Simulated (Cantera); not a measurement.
Input: 1 mol SiF4, 14 mol NH3, a varied amount of N2, at 1700 K and 750 Torr.

Equilibrium computed with Cantera from the NASA thermochemical tables; the gas is ideal and each condensed phase is pure. Candidate condensed phases: Si, Si3N4; 37 gas species. The tables' values for SiF3, SiF2 are old estimates; treat these amounts as uncertain. Equilibrium is a limit: real reactors are often held back by kinetics, nucleation or transport.

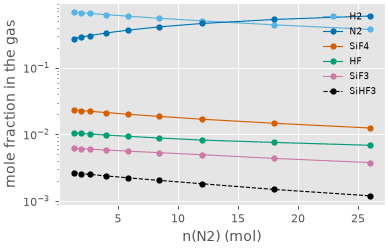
Figure. Equilibrium gas composition (values under 1e-9 drawn at 1e-9)

Problem. Read off the mole fractions at 4 mol N2.

Solution. H2 about 0.63, N2 about 0.33, SiF4 about 0.021, HF about 0.0098, SiF3 about 0.0058, SiHF3 about 0.0024.
